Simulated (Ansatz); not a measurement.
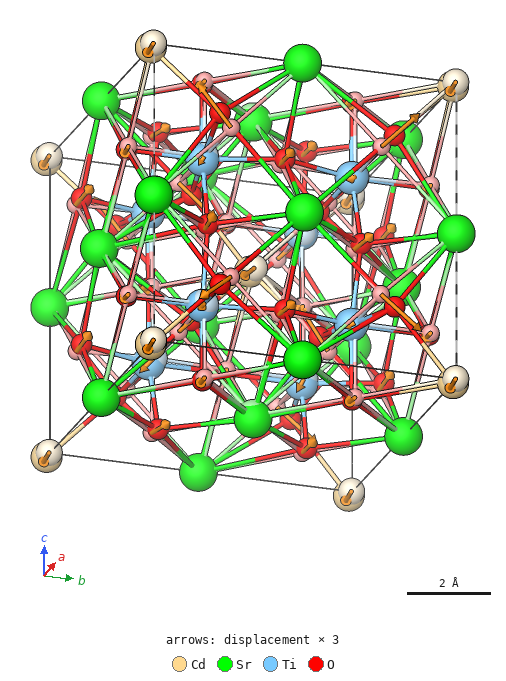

This is a relaxation of a defect cell of composition Cd2Sr6Ti8O24. The starting structure is drawn faded, the final one solid; orange arrows show the displacements, magnified 3 times.

Style: ball-and-stick. Shown: the cell of the calculation, from a free direction.

Level of theory: DFT, PBEsol, PAW, plane waves (Ansatz).

Input file:
```yaml
crystal:
  lattice:
    - [7.782821, 0.000000, 0.000000]
    - [0.000000, 7.782821, 0.000000]
    - [0.000000, 0.000000, 7.782821]
  atoms:
    - { symbol: Cd, position: [0.000153, 0.997258, 0.001421] }
    - { symbol: Cd, position: [0.496624, 0.505055, 0.501014] }
    - { symbol: Sr, position: [0.999393, 0.004406, 0.500791] }
    - { symbol: Sr, position: [0.996692, 0.500243, 0.999081] }
    - { symbol: Sr, position: [0.997956, 0.499307, 0.502371] }
    - { symbol: Sr, position: [0.501581, 0.997422, 0.998912] }
    - { symbol: Sr, position: [0.500709, 0.998562, 0.496234] }
    - { symbol: Sr, position: [0.504023, 0.496574, 0.000148] }
    - { symbol: Ti, position: [0.257439, 0.253001, 0.255018] }
    - { symbol: Ti, position: [0.244830, 0.249573, 0.749501] }
    - { symbol: Ti, position: [0.251709, 0.752923, 0.252879] }
    - { symbol: Ti, position: [0.248782, 0.748300, 0.743405] }
    - { symbol: Ti, position: [0.753411, 0.250654, 0.251037] }
    - { symbol: Ti, position: [0.747704, 0.253325, 0.749437] }
    - { symbol: Ti, position: [0.748399, 0.751567, 0.252944] }
    - { symbol: Ti, position: [0.742555, 0.753465, 0.747278] }
    - { symbol: O, position: [0.252476, 0.249808, 0.004538] }
    - { symbol: O, position: [0.248192, 0.251334, 0.497311] }
    - { symbol: O, position: [0.251002, 0.747310, 0.002884] }
    - { symbol: O, position: [0.247079, 0.750872, 0.498564] }
    - { symbol: O, position: [0.745614, 0.254470, 0.004444] }
    - { symbol: O, position: [0.750273, 0.251963, 0.500333] }
    - { symbol: O, position: [0.748213, 0.750835, 0.001654] }
    - { symbol: O, position: [0.750419, 0.749267, 0.500629] }
    - { symbol: O, position: [0.998962, 0.253658, 0.247812] }
    - { symbol: O, position: [0.999078, 0.254982, 0.750433] }
    - { symbol: O, position: [0.004178, 0.747797, 0.252263] }
    - { symbol: O, position: [0.999803, 0.752010, 0.751306] }
    - { symbol: O, position: [0.499561, 0.253151, 0.252092] }
    - { symbol: O, position: [0.499196, 0.252910, 0.754327] }
    - { symbol: O, position: [0.499172, 0.748112, 0.250919] }
    - { symbol: O, position: [0.501089, 0.748245, 0.751413] }
    - { symbol: O, position: [0.250503, 0.002421, 0.248890] }
    - { symbol: O, position: [0.245802, 0.000501, 0.743469] }
    - { symbol: O, position: [0.251655, 0.497549, 0.250595] }
    - { symbol: O, position: [0.246604, 0.502016, 0.748605] }
    - { symbol: O, position: [0.751829, 0.999671, 0.249630] }
    - { symbol: O, position: [0.750285, 0.000270, 0.749134] }
    - { symbol: O, position: [0.752955, 0.498927, 0.247863] }
    - { symbol: O, position: [0.751196, 0.502853, 0.754459] }
  symmetry: { detect: false }
kpoints:
  mp_grid: { grid: [1, 1, 1], shift: [0.25, 0.25, 0.25] }
hamiltonian:
  xc: pbesol
scf:
  occupations: { method: fermi_dirac, width: 0.01 }
relax:
  f_tol: 0.03
  max_steps: 80
  escape_saddle: false
  adjacent_minimum: "off"
output:
  forces: true
  eigenvalues: true
  populations: true
```

Command:
```bash
ansatz run in.yaml --threads 2 --pin off --max-ram 30400MiB --runs-dir r --events-out ev --progress --plain --backend cuda --devices 0, --max-vram 18GiB
```

**Atoms of which element are displaced furthest, and by how much?**

Oxygen: up to 0.46 Å, against 0.28 Å for cadmium.

**What happened in the run?**

The largest moves, 0.46 Å, are those of O27 and O28. O28 goes along [0 1 1]. Largest moves by element: O 0.46 Å, Cd 0.28 Å, Ti 0.17 Å, Sr 0.09 Å. The cell doesn't change. Among the contacts that change: Sr5–O28 2.761 → 3.258 Å, Sr5–O26 2.710 → 3.180 Å, Sr6–O29 2.801 → 3.257 Å, Cd1–O26 2.800 → 2.347 Å. Bond angles that change, for instance: Ti9–O29–Ti13 179.2° → 148.9°, Ti12–O28–Ti16 177.2° → 148.9°, Ti11–O31–Ti15 177.9° → 154.3°. The energy falls by 1.541 eV per cell of the calculation in 11 geometry steps. Largest force component: 1.2 eV/Å at the start, 0.017 eV/Å at the end. The run took 34 s on 1 × NVIDIA H100 80GB HBM3 with 2 threads of AMD EPYC 7R13 Processor, peak memory 1.1 GiB.

Limits of the set-up: the periodic images lie only 7.8 Å apart, so the values are limited by the cell's size.
